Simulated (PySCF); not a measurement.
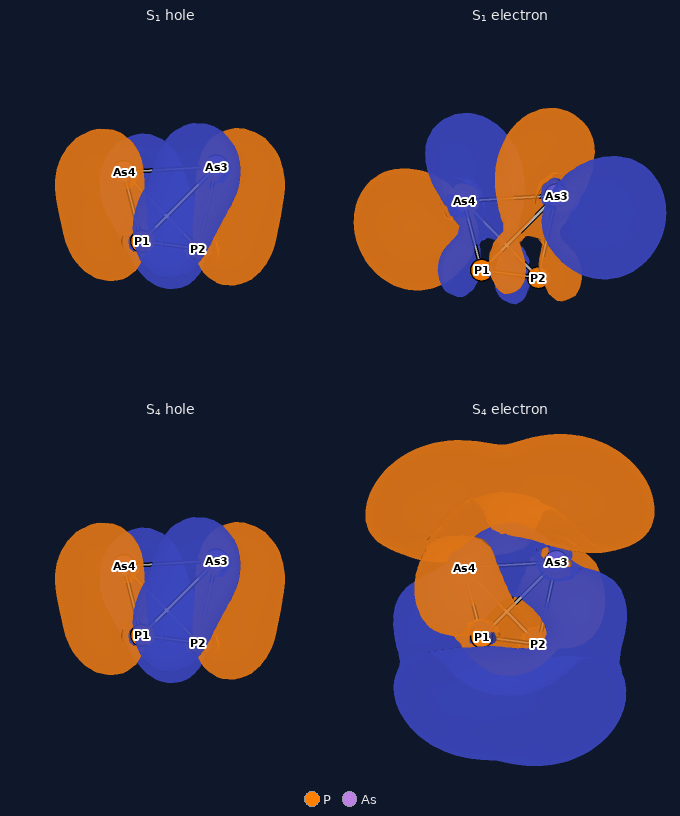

Figure. PPAsAs tetrahedron (As$_{2}$P$_{2}$). Leading natural transition orbitals (TDA singlet states).

PySCF calculation, B3LYP/def2-SVPD, gas phase; geometry: GFN2-xTB. No frequency check shows the geometry to be a minimum. GFN2-xTB bond lengths at metals and heavier atoms can be off by up to 0.1 Å and shapes distorted, which carries into these values.

### Give the energy and character of each state.

By state:
- S₁: 4.76 eV (260 nm), f = 0.002 (very weak), partly diffuse acceptor orbital; the leading pair carries 85 %; hole on As3 and As4 (26 % each) and P1 and P2 (24 % each), electron on As3 and As4 (43 % each) and P1 and P2 (7 % each) (atom shares of so diffuse an orbital are rough); their centroids lie 0.5 Å apart.
- S₄: 5.11 eV (243 nm), f = 0.000 (dark), diffuse (Rydberg-like) orbital; the leading pair carries 91 %; hole on As3 and As4 (26 % each) and P1 and P2 (24 % each), electron on As3 and As4 (27 % each) and P1 and P2 (23 % each) (atom shares of so diffuse an orbital are rough); their centroids lie 0.1 Å apart; S₅ lies within 0.1 eV of it.

The PySCF run took 4.8 min on 1 thread of Intel(R) Xeon(R) Platinum 8488C (Sapphire Rapids), on a shared host, peak memory 0.64 GiB.
